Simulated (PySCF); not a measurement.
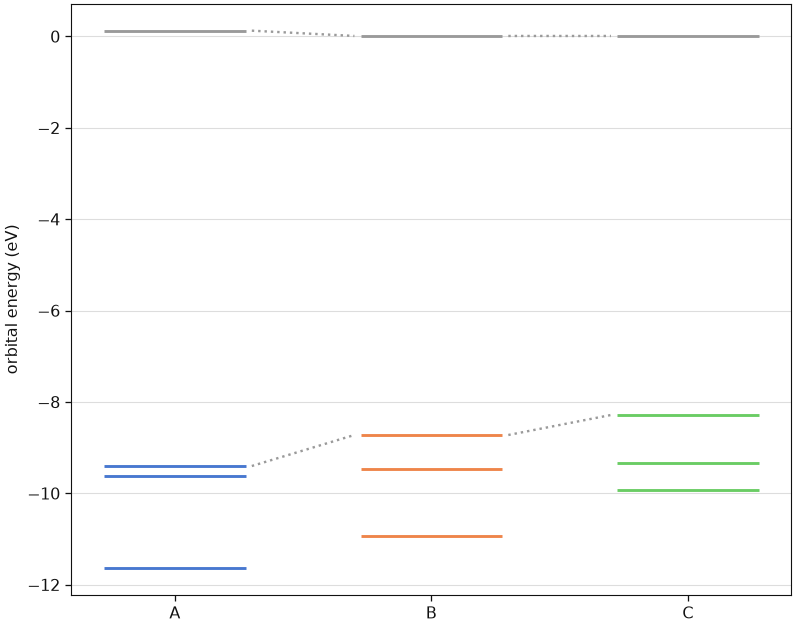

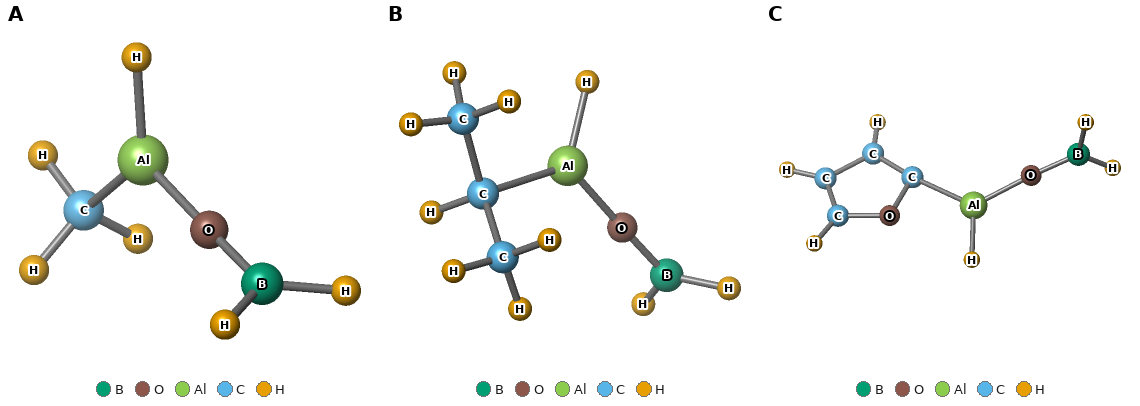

Related molecules: A is CH₆AlBO, SMILES B[O][AlH][CH3], singlet; B is C₃H₁₀AlBO, SMILES B[O][AlH][CH](C)C, singlet; C is C₄H₆AlBO₂, SMILES B[O][AlH][c]1ccco1, singlet. Frontier orbital energies, CAM-B3LYP/def2-SVPD with PySCF 2.14.0, at a GFN2-xTB geometry (no frequency check); drawn are at most three filled levels and, in grey, the LUMO with any level within 0.03 eV of it; dotted lines join the HOMOs and the LUMOs.

What does the change do to the frontier levels?

From A to B the HOMO rises by 0.68 eV and the LUMO falls by 0.12 eV, so the separation goes from 9.53 to 8.73 eV. From A to C the HOMO rises by 1.12 eV and the LUMO falls by 0.12 eV, so the separation goes from 9.53 to 8.30 eV.

Caveats, for all or some of the runs: empty levels above zero depend strongly on the basis; one conformer of a flexible molecule; the tight-binding geometry is rougher than a DFT one and adds to the error.
